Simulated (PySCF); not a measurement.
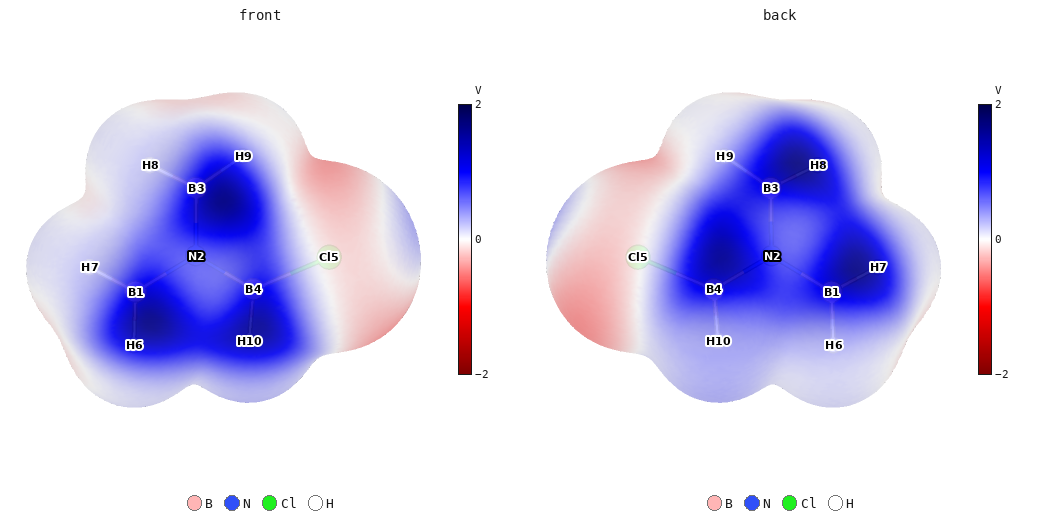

Figure. B₃ClH₅N. The electrostatic potential painted on the density surface at 0.002 e/bohr³, seen from the front and from behind; the colour scale runs from red (negative) to blue (positive).

Geometry: GFN2-xTB.

Method: CAM-B3LYP/def2-SVPD, SCF density, gas phase in PySCF 2.14.0.

```tsv
atom	x (Å)	y (Å)	z (Å)
B	-0.6945	-1.2441	-0.0870
N	-0.0301	-0.0190	0.2520
B	-0.8118	1.1355	0.6049
B	1.4110	0.0075	0.2056
Cl	2.3077	1.2757	0.8882
H	-0.0659	-2.1493	-0.4756
H	-1.8521	-1.3215	0.0322
H	-1.9648	1.0189	0.7442
H	-0.2960	2.1768	0.7261
H	2.0052	-0.8759	-0.2842
```

Which sites attract a positive test charge, and which a negative one?

Answer. A positive charge is drawn to the negative regions and a negative charge to the positive ones. The most negative region (about −0.4 V) lies over Cl5, the most positive (about +1.6 V) over B1 and B3. Cl5 shows a σ-hole: about +0.3 V at the tip opposite its bond, against about −0.2 V on its flanks.

How polar is the molecule by this calculation?

Answer. Its dipole moment is 0.51 D.
